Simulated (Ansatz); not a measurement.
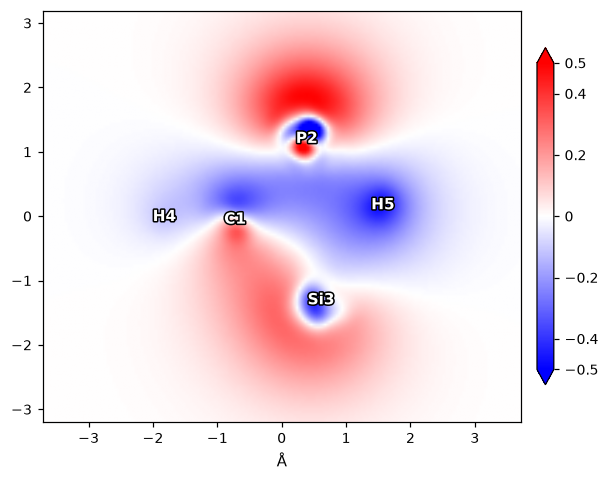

Figure. CH₂PSi (charge +1). The HOMO−1 on the molecular plane (values in Å⁻³ᐟ²; the overall sign is arbitrary).

Geometry: r2SCAN-D4/def2-SVP.

All numbers below come from isolated molecule in a Gaussian basis; Kohn-Sham density functional theory, functional PBE0 in Ansatz 0.2.0.

The calculation's input:

```
crystal:
  periodic: [false, false, false]
  atoms:
    - {symbol: C, position_ang: [0.624163, 0.370232, -0.009896]}
    - {symbol: P, position_ang: [0.489225, 1.873541, 0.721182]}
    - {symbol: Si, position_ang: [-1.166643, 0.051528, 0.200948]}
    - {symbol: H, position_ang: [1.508772, -0.127598, -0.420835]}
    - {symbol: H, position_ang: [-1.052412, 1.653888, 0.928334]}
basis:
  gaussian:
    orbitals: def2-TZVPD
output: {forces: true, orbitals: {seedname: orbitals}}
total_charge: 1
hamiltonian:
  xc: pbe0
```

Command:

```sh
ansatz run input.yaml --threads 1 --pin off --max-ram 2610MiB --events-out events.jsonl --progress --plain --runs-dir runs
```

### What is the character of this orbital?

Its weight (Hirshfeld) is mainly on P2 (about 50 %), Si3 (about 30 %), C1 (about 10 %) and H5 (about 10 %); it is symmetric in the molecular plane (an in-plane orbital: σ, lone-pair or in-plane π type). Its energy is −14.84 eV.
